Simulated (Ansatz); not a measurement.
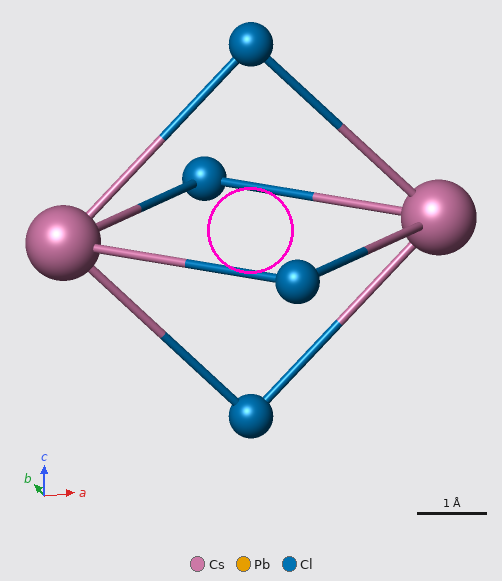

Perfect CsPbCl$_{3}$. A ball-and-stick model of the atoms within 3.8 Å of one point, seen slightly off an axis.

Method: DFT, PBEsol, PAW, plane waves (Ansatz). Set-up: plane-wave cutoff 420 eV; k-point mesh 1 × 1 × 1; mesh shifted by (0.25, 0.25, 0.25); no spin polarisation. Fermi-Dirac smearing of 0.01 eV. A uniform background neutralises the charged cell. The axes drawn are those of the host's conventional cell.

An extra caesium atom is put between the host's atoms (an interstitial) at the ringed place, in charge state +1. The supercell has 40 sites, and the atoms are relaxed at the host's cell.

> Predict the relaxed surroundings of the defect.

The Cs atom starts with 2 Cs at 2.80 to 2.82 Å, 4 Cl at 2.81 Å around its place and ends with 8 Cl at 3.33 to 3.60 Å, 2 Cs at 3.42 to 3.92 Å. Of the host's atoms, a caesium atom moves furthest from its site, by 1.71 Å. The Cs atom itself moves 1.10 Å from where it was put.

The relaxed defect, seen from the same direction:

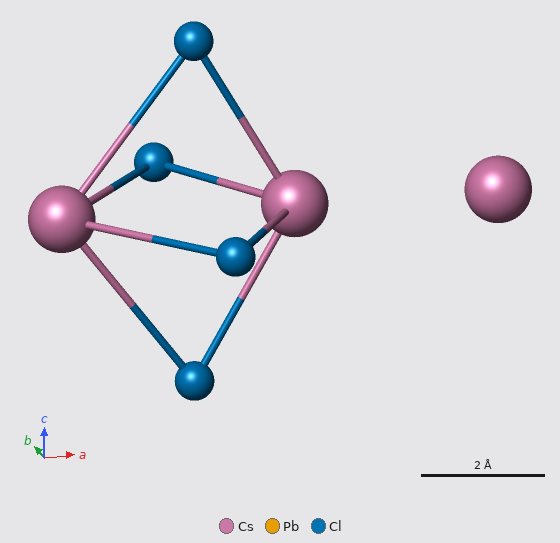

Limits of the set-up: the cell is charged, on a uniform background, and energies carry no finite-size correction.
